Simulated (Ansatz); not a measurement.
# AlGeW in the AlB2 type: lattice stability ahead of a resistivity run, part 2 of 2

The plan: relax AlGeW in the AlB2 type, check its phonons, and, if the lattice is stable, compute its Eliashberg function and ρ(T).

Ansatz 0.2.0; DFT PBE, scalar-relativistic, plane waves, PAW; PAW set soft_1.

So far. Step 3 (Relaxation): The largest force is now zero by symmetry and the largest stress component 0.0070 GPa. The relaxed cell has a = 4.517, c = 2.667 Å (conventional setting).

The structure was built from a prototype and need not be the compound's stable phase.

## 4. Tight relaxation

No force is left; the cell is relaxed once more with another smearing and tight thresholds.

Contents of input.yaml:

```yaml
crystal:
  lattice:
    - [4.5173975796, 3.3225e-06, 0.0]
    - [-2.2587016671, 3.9121794017, 0.0]
    - [0.0, 0.0, 2.6673015413]
  atoms:
    - { symbol: W, position: [0.0, 0.0, 0.0] }
    - { symbol: Al, position: [0.3333333333, 0.6666666667, 0.5] }
    - { symbol: Ge, position: [0.6666666667, 0.3333333333, 0.5] }
kpoints:
  mp_grid: { grid: [9, 9, 12] }
hamiltonian:
  xc: pbe
  pseudopotentials: { kind: paw, azcp: { folder: soft_1 } }
scf:
  occupations: { method: methfessel_paxton, width: 0.2 }
output:
  forces: true
  stress: true
  eigenvalues: true
relax:
  adjacent_minimum: "off"
  f_tol: 0.001
  max_steps: 60
  cell: { stress_tol: 0.01 }
```

On the command line:

```bash
$ ansatz run input.yaml --threads 4 --pin off --max-ram 12288MiB --backend cpu --events-out ev --progress --plain --runs-dir out
```

Numbers of over 12 decimals in the logs are rounded to 6 here.

The log of the run:

```text
[the first part of the log is left out]
  E_vxc        = -326.648015  (∫ρ·V_xc dr)
  E_paw        = -11060.152471  (= ΣΔE_a)
  E_vpaw       = -456.332348  (= ΣTr[D̂ρ^β])
  E_aug_tail   = 0.000156  (compensation charges beyond the density's cutoff)
  E_ewald      = -2969.873232
  E_smearing   = -0.001057  (= −TS)
  E_closure    = -0.000000  (closes the sum)
  Σ components = -15217.448896   (vs F -15217.448896, Δ=0.00e0)
[...]
--- Stress (GPa, compression-positive) ---
       -0.000099       0.000000      -0.000000
       -0.000000      -0.000099      -0.000000
       -0.000000      -0.000000      -0.000031
  P = ⅓ Tr σ = -0.0001 GPa (-0.001 kbar)
--- Band table (eV; the first three rows and the last of 84) ---
[...]
--- Relaxed structure (3 steps of the walk, 3 accepted, 1 SCFs on fresh bases) ---
[...]
cell:  # Å, volume = 47.1297 Å³
    - [4.517187, 3.322304703674532e-6, 0]
    - [-2.258596, 3.911997, 0]
    - [0.0, 0, 2.667033]
  atoms:
    - { symbol: W, position: [0, 0, 0] }
    - { symbol: Al, position: [0.333333, 0.666667, 0.5] }
    - { symbol: Ge, position: [0.666667, 0.333333, 0.5] }
```

Wall time 8.6 s (4 threads of Arm Neoverse V1, shared host); peak memory 0.45 GiB.

Little changed from the start: no atom moved by 0.005 Å and no cell edge by 0.1 %.

Numbers from this step:

* pressure: -7.64e-5 GPa

The largest force is now zero by symmetry and the largest stress component 9.9e-5 GPa, small enough for phonons.

## 5. Phonons by linear response: q 2×2×2, k 4×4×6

Couplings are defined for a stable lattice alone, so phonons come first.

Contents of input.yaml:

```yaml
crystal:
  lattice:
    - [4.517186526, 3.3223e-06, 0.0]
    - [-2.2585961402, 3.911996624, 0.0]
    - [0.0, 0.0, 2.6670333297]
  atoms:
    - { symbol: W, position: [0.0, 0.0, 0.0] }
    - { symbol: Al, position: [0.3333333333, 0.6666666667, 0.5] }
    - { symbol: Ge, position: [0.6666666667, 0.3333333333, 0.5] }
kpoints:
  mp_grid: { grid: [4, 4, 6] }
hamiltonian:
  xc: pbe
  pseudopotentials: { kind: paw, azcp: { folder: soft_1 } }
scf:
  occupations: { method: methfessel_paxton, width: 0.2 }
output:
  eigenvalues: true
phonons:
  method: dfpt
  qmesh: [2, 2, 2]
  temperatures: { t_max: 1000, t_step: 50 }
  qpath:
    path:
      - [[0.0, 0.0, 0.0], [0.5, 0.0, 0.0], [0.33333333, 0.33333333, 0.0], [0.0, 0.0, 0.0], [0.0, 0.0, 0.5], [0.5, 0.0, 0.5], [0.33333333, 0.33333333, 0.5], [0.0, 0.0, 0.5]]
      - [[0.5, 0.0, 0.5], [0.5, 0.0, 0.0]]
      - [[0.33333333, 0.33333333, 0.5], [0.33333333, 0.33333333, 0.0]]
    npoints: 10
```

The log of the run:

```text
[...]
Crystal: 3 atoms, lattice volume = 47.130 Å³
Basis set: ecut = 420 eV, 927 PW (Γ), exchange–correlation on 64×64×36 points (8 copies of the dense FFT grid, shifted against one another)
Bands: 20, of which v1, the nominal top of the filled ones, is band 16 counted from 1 (15 counted from 0)
Symmetry: 12 space group operations
k-points: 16 of 96 (time reversal used)
[...]
SCF iter   1: F=—  HF=-15217.982223 eV  |F-HF|=—  |Δ(HF+E_count)|=         —  Δρ=5.74e-2  dr2=2.25e0  ethr=3.10e-3  ⟨swp⟩=5.0  Hψ=1385  notcnv=0
[...]
SCF iter  10: F=-15217.447889 eV  HF=-15217.447889 eV  |F-HF|=3.64e-12  |Δ(HF+E_count)|=  7.28e-12  S|Δr|=    0.00e0  Δρ=5.03e-8  dr2=3.62e-13  ethr=1.00e-12  ⟨swp⟩=5.6  Hψ=1289  notcnv=0
SCF 1 converged in 10 iterations: F = -15217.447889 eV  dr2 = 3.62e-13
[...]
phonons: the bands overlap, so this run is a metal and interpolates without the dipole-dipole term. If the crystal is really an insulator or semiconductor, its LO-TO splitting is missing
NSCF: frozen V_eff on 16 k-points
[...]
DFPT response loops at q = (0, 0, 0) (fractional): preconditioner auto → Kerker (q_TF=auto, 2.544 Å⁻¹) (partly filled bands, converged f_vac=0.000); β = 1.00, the filter's whole step (`scf.mixing.beta` (0.50) is not read by the response loops under this deck's `scf.mixing.preconditioner`; to damp them name `kerker` or `kerker_dos`, under which they read `scf.mixing.beta`, and type it under 1.00, their step now; both keys bind the ground state too); Broyden in place of MSR1
[...]
SCF converged after 10 iterations
Stability not checked: this state was not tested for a lower state beside it, because cold or Methfessel-Paxton smearing, or corrected tetrahedra, fill the levels in a way that the test cannot read (fill_not_monotonic; see scf.lower_state_search)
Free energy (F): -15217.447889 eV
[...]
Internal energy: -15217.441080 eV  (E = F + TS)
E sigma→0 (E₀):  -15217.446186 eV
Entropy (-TS):   -0.006808 eV (-2.269 meV/atom)
Fermi energy:    15.010935 eV
[...]
--- Band table (eV; the first three rows and the last of 16) ---
  k-point 0: bands = [... 12 lower, 10.6298, 11.5108, 14.7140, 14.7140, 17.4592, 17.4592, 19.1432, 19.1432]
  k-point 1: bands = [... 12 lower, 11.7226, 12.1853, 13.6057, 13.6057, 17.7961, 18.1481, 18.1481, 19.0625]
  k-point 2: bands = [... 12 lower, 11.6658, 12.3601, 12.3601, 13.6095, 17.2303, 17.2303, 17.3033, 20.2948]
  k-point 15: bands = [... 12 lower, 11.8638, 12.1030, 14.3206, 14.5175, 15.3302, 17.0014, 17.2133, 19.6409]
--- Phonons (Γ-DFPT): 6 representative perturbations + reference (Σ response iterations 18) ---
  ASR residual: 1.426e-5 → 0.000e0 eV/Å²; symmetrization residual: 4.478e-6 eV/Å²
  ASR residual per site (eV/Å²): 9.17e-6 1.23e-5 1.43e-5
  Γ frequencies (cm⁻¹): -79.34 0.00 0.00 0.00 79.01 113.70 113.70 313.75 313.75
--- Phonons (arbitrary-q DFPT): 4 irreducible q on the 2×2×2 mesh ---
  q = [0.0000, 0.0000, 0.0000] (star 1, of the zone-centre solve; hermiticity 1.14e-6, symmetrization 8.27e-8): -79.34 -0.00 0.00 0.00 79.01 113.70 113.70 313.75 313.75
  q = [0.0000, 0.0000, -0.5000] (star 1, 6 solved perturbations in 168 linear systems a pass and spin channel, the states on 40 of 96 k-point pairs; hermiticity 2.67e-7, symmetrization 4.05e-7): 20.49 20.49 73.27 73.27 138.46 191.29 294.95 294.95 343.28
[...]
sum rule: each row above includes the acoustic sum rule's correction from the zone centre's row sums; it moved no ω² by more than (0.35 cm⁻¹)²
  mesh force constants: q→R imaginary residual 1.28e-17; ASR residual 1.426e-5 → 0.000e0 eV/Å²; symmetrization residual 4.441e-15 eV/Å²
  interpolated dispersion: 93 rows × 9 modes
  density of states and harmonic sums: on the 16×16×24 q-mesh, interpolated from the force constants of a 2×2×2 supercell (no non-analytic term)
  largest difference from the sums on the solved wave vectors: F 1.56e-1 eV, S 2.27e-4 and C_V 7.05e-5 eV/K
  zero-point energy: 0.087853 eV/cell   skipped modes (ω ≤ 0): 201, of them read as no rigid motion or as one in doubt: 198 (4.331e-1 modes/cell left out, lowest -79.34 cm⁻¹)   left out of the sums: 4.82e-2 of the cell's modes: C_V's classical limit lies that fraction below 3 k_B per atom; for a crystal, a wire or a layer, F and S can be off by more, and a phonons.interpolated_qmesh denser along its periods is the remedy for the sampling
```

The job ended after 30 s (4 threads; peak memory 0.51 GiB; 1.9 min of CPU time).

This step gave:

| Quantity | Value |
| --- | --- |
| share of imaginary modes in the plain interpolation between solved wavevectors | 0.047 |
| highest frequency, solved or plainly interpolated | 343.3 cm⁻¹ |

Solved on the 2×2×2 mesh alone; all other wavevectors are interpolated. Phonon branches along the path, in cm⁻¹:

```csv
point,branch 1,branch 2,branch 3,branch 4,branch 5,branch 6,branch 7,branch 8,branch 9
Γ,-79,0,0,0,79,114,114,314,314
M,-73,-59,89,90,100,108,163,318,327
K,-70,-61,83,87,99,104,188,301,342
Γ,-79,0,0,0,79,114,114,314,314
A,20,20,73,73,138,191,295,295,343
L,46,70,104,132,171,188,286,305,340
H,53,84,86,153,171,188,276,312,340
A,20,20,73,73,138,191,295,295,343
jump to L,46,70,104,132,171,188,286,305,340
M,-73,-59,89,90,100,108,163,318,327
jump to H,53,84,86,153,171,188,276,312,340
K,-70,-61,83,87,99,104,188,301,342
```

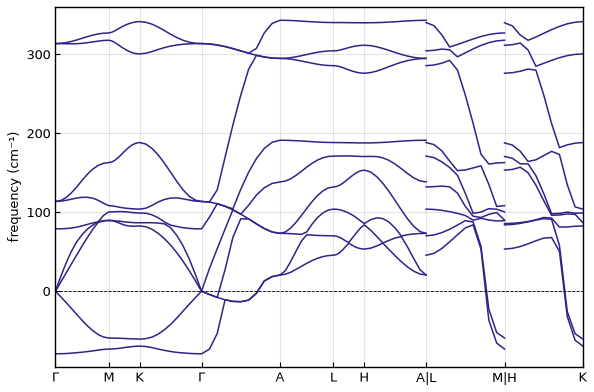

Phonon branches along the path.

Among the solved wavevectors the lowest mode, translations apart, is -79.3 cm⁻¹, imaginary.

## 6. Phonons by linear response: q 3×3×3, k 6×6×9

An imaginary mode on so few k-points may come from the sampling, so the phonons are repeated with another q and k mesh.

Changes to input.yaml since step 5:

```diff
@@ -10,3 +10,3 @@
 kpoints:
-  mp_grid: { grid: [4, 4, 6] }
+  mp_grid: { grid: [6, 6, 9] }
 hamiltonian:
@@ -20,3 +20,3 @@
   method: dfpt
-  qmesh: [2, 2, 2]
+  qmesh: [3, 3, 3]
   temperatures: { t_max: 1000, t_step: 50 }
```

The log of the run:

```text
[...]
Crystal: 3 atoms, lattice volume = 47.130 Å³
Basis set: ecut = 420 eV, 927 PW (Γ), exchange–correlation on 64×64×36 points (8 copies of the dense FFT grid, shifted against one another)
Bands: 20, of which v1, the nominal top of the filled ones, is band 16 counted from 1 (15 counted from 0)
Symmetry: 12 space group operations
k-points: 35 of 324 (time reversal used)
[...]
SCF iter   1: F=—  HF=-15217.965103 eV  |F-HF|=—  |Δ(HF+E_count)|=         —  Δρ=5.69e-2  dr2=2.14e0  ethr=3.10e-3  ⟨swp⟩=5.1  Hψ=3011  notcnv=0
[...]
SCF iter  10: F=-15217.446333 eV  HF=-15217.446333 eV  |F-HF|=3.64e-12  |Δ(HF+E_count)|=  9.09e-12  S|Δr|=    0.00e0  Δρ=3.63e-8  dr2=5.62e-13  ethr=1.00e-12  ⟨swp⟩=5.6  Hψ=2699  notcnv=0
SCF 1 converged in 10 iterations: F = -15217.446333 eV  dr2 = 5.62e-13
[...]
SCF converged after 10 iterations
[...]
Free energy (F): -15217.446333 eV
[...]
Internal energy: -15217.439590 eV  (E = F + TS)
E sigma→0 (E₀):  -15217.444647 eV
Entropy (-TS):   -0.006743 eV (-2.248 meV/atom)
Fermi energy:    15.087924 eV
[...]
--- Band table (eV; the first three rows and the last of 35) ---
  k-point 0: bands = [... 12 lower, 10.7371, 11.5095, 14.7215, 14.7215, 17.5311, 17.5311, 19.1350, 19.1350]
  k-point 1: bands = [... 12 lower, 11.2492, 11.8238, 14.1688, 14.1688, 17.8929, 17.8929, 19.0893, 19.0893]
  k-point 2: bands = [... 12 lower, 12.1689, 12.7840, 13.0978, 13.0978, 16.6597, 18.2107, 18.2107, 19.2290]
  k-point 34: bands = [... 12 lower, 11.9557, 12.0741, 14.1934, 14.4045, 15.9163, 16.1575, 16.9951, 20.7627]
[...]
ASR residual: 1.059e-5 → 0.000e0 eV/Å²; symmetrization residual: 5.241e-6 eV/Å²
  ASR residual per site (eV/Å²): 9.54e-6 1.06e-5 7.85e-6
  Γ frequencies (cm⁻¹): -67.96 0.00 0.00 0.00 93.35 101.03 101.03 311.65 311.65
--- Phonons (arbitrary-q DFPT): 6 irreducible q on the 3×3×3 mesh ---
[...]
interpolated dispersion: 93 rows × 9 modes
[...]
```

Elapsed: 3 min, on 4 threads; peak memory 1 GiB.

Numbers from this step:

```
share of imaginary modes in the plain interpolation between solved wavevectors : 0.0403
highest frequency, solved or plainly interpolated                              : 354.7 cm⁻¹
```

Solved on the 3×3×3 mesh alone; all other wavevectors are interpolated. Phonon branches along the path, in cm⁻¹:

```
    point  branch 1  branch 2  branch 3  branch 4  branch 5  branch 6  branch 7  branch 8  branch 9
        Γ       -68         0         0         0        93       101       101       312       312
        M       -80       -58        68        80        88       104       155       303       318
        K       -86       -60        32        57        76        98       178       293       332
        Γ       -68         0         0         0        93       101       101       312       312
        A        15        15       101       101       185       202       299       299       355
        L        68        75       114       141       191       208       288       307       348
        H        68       109       114       151       194       213       277       309       354
        A        15        15       101       101       185       202       299       299       355
jump to L        68        75       114       141       191       208       288       307       348
        M       -80       -58        68        80        88       104       155       303       318
jump to H        68       109       114       151       194       213       277       309       354
        K       -86       -60        32        57        76        98       178       293       332
```

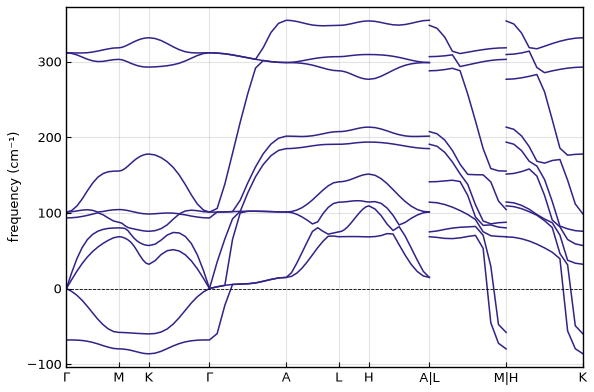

Phonon branches along the path.

Lowest modes at the softest wavevector of the mesh. Modes at q = (0.333, 0.333, 0.000), with each element's share of the kinetic energy (negative means imaginary):

| mode | frequency (cm⁻¹) | W % | Al % | Ge % |
| --- | --- | --- | --- | --- |
| 1 | -86.3 | 100 | 0 | 0 |
| 2 | -60.0 | 0 | 0 | 100 |
| 3 | 32.1 | 0 | 25 | 75 |
| 4 | 56.9 | 99 | 1 | 0 |
| 5 | 75.7 | 97 | 0 | 3 |
| 6 | 98.5 | 0 | 100 | 0 |

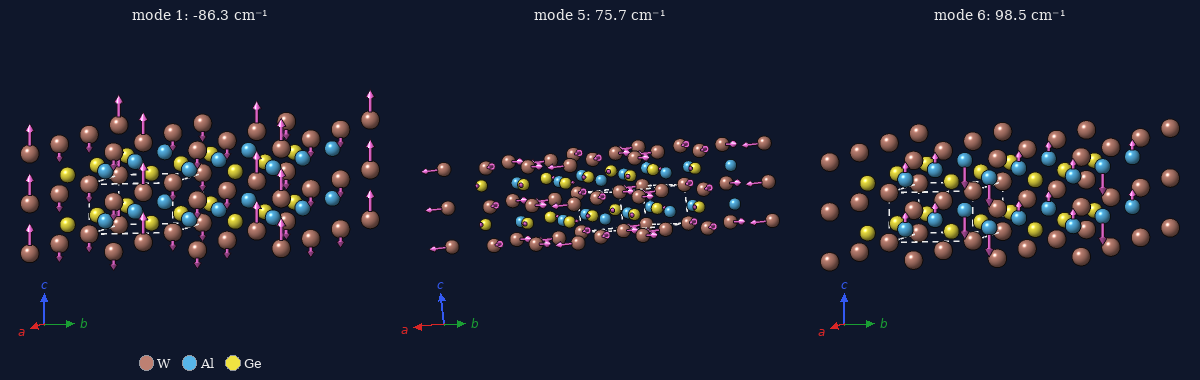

Displacement patterns of modes 1, 5 and 6 at q = (0.333, 0.333, 0.000); arrows are exaggerated. 3×3×2 cells are drawn. Some periodic images of atoms are drawn too.

The modes has structure finer than the step of the table below, so its rows give means over 25 cm⁻¹, whole bins alone (the curve runs from -96.3 to 374 cm⁻¹). Peaks (cm⁻¹: height): Al 110.9: 0.0103, 137.6: 0.0088, 179.0: 0.00858, 214.6: 0.0106, 250.1: 0.0104, 309.3: 0.0575, 344.8: 0.0129; Ge -48.9: 0.00504, 69.5: 0.0214, 102.1: 0.0223, 155.3: 0.0249, 202.7: 0.0134, 309.3: 0.0135; W 81.3: 0.0439, 164.2: 0.00943, 187.9: 0.0158.

Phonopy on the run's constants, 15x15x21 mesh, Gaussian sigma 3.4 cm⁻¹. The modes by wavenumber; means over each step; values in 1/cm⁻¹/cell:

```
wavenumber (cm⁻¹)       Al       Ge        W
              -75   2.8e-5  0.00158  0.00355
              -50   7.0e-5  0.00366  0.00325
              -25   2.4e-5  0.00107   9.3e-4
                0   3.7e-5   2.4e-4   6.8e-4
               25   3.8e-4  0.00328  0.00740
               50  0.00217  0.00825   0.0199
               75  0.00389   0.0173   0.0342
              100  0.00761   0.0169   0.0244
              125  0.00440   0.0124  0.00672
              150  0.00408   0.0215  0.00538
              175  0.00383   0.0106  0.00941
              200  0.00134  0.00994  0.00370
              225  0.00255   4.5e-4   3.0e-6
              250  0.00374   5.7e-5   1.2e-6
              275  0.00989   3.5e-4   4.5e-5
              300   0.0500  0.00810   3.1e-4
              325   0.0189  0.00423   1.3e-4
              350  0.00698   5.1e-5        0
```

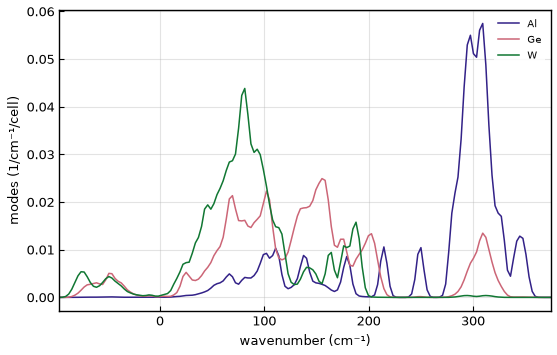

Modes, plotted against wavenumber.

No LO-TO term; unit eigenvectors of the mass-weighted matrix. Modes at Γ, with each element's share of the kinetic energy (negative means imaginary):

```csv
mode,frequency (cm⁻¹),symmetry,W %,Al %,Ge %
1,-68.0,A2'',27,0,73
2,0.0,unnamed,65,10,26
3,0.0,unnamed,65,10,26
4,0.0,unnamed,65,10,26
5,93.3,A2'',8,90,1
6,101.0,E',35,13,52
7,101.0,E',35,13,52
8,311.7,E',0,77,23
9,311.7,E',0,77,23
```

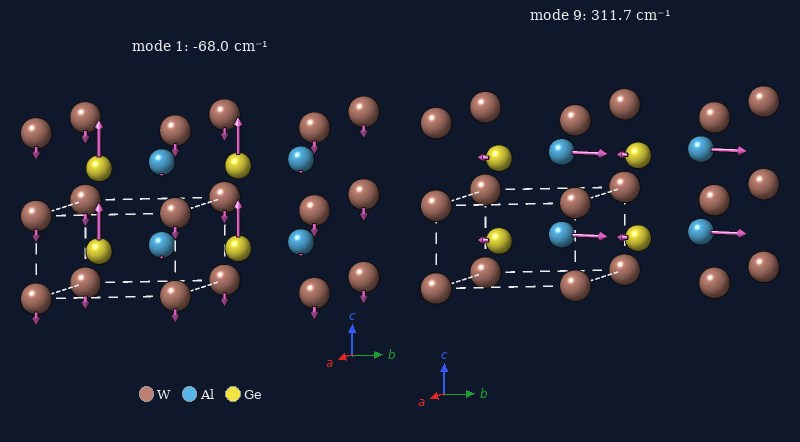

Displacement patterns of modes 1 and 9 at Γ; arrows are exaggerated. 1×2×2 cells are drawn. Some periodic images of atoms are drawn too.

Among the solved wavevectors the lowest mode, translations apart, is -86.3 cm⁻¹, imaginary.

## 7. What came out

- phonon run of the rows without a label of their own: PBE, q 3×3×3, k 6×6×9
- softest mode on the q mesh: -86.3 cm⁻¹ at q = (0.333, 0.333, 0)
- highest frequency, solved or plainly interpolated: 355 cm⁻¹

What this shows: The lattice is dynamically unstable at this level: a mode at q = (0.333, 0.333, 0) is imaginary, 86.3i cm⁻¹, so no harmonic coupling constant or resistivity is defined for this structure. These meshes are coarse, and single modes of a metal can move by tens of cm⁻¹ with the k mesh. Spin–orbit coupling, left out here, matters for W. The phonon runs are not spin-polarised. The structure was built by hand as an ordered model, and its stability against other phases was not tested.

[Logs are printed without paths, hosts, clocks, repeated set-up lines and the standing remarks that a program may print on its own settings, such as how far it seeks lower states.]

[Hosts, paths, dates, database ids (printed as entryN), source tags and the programs' standing remarks are cut or masked in the printed files.]
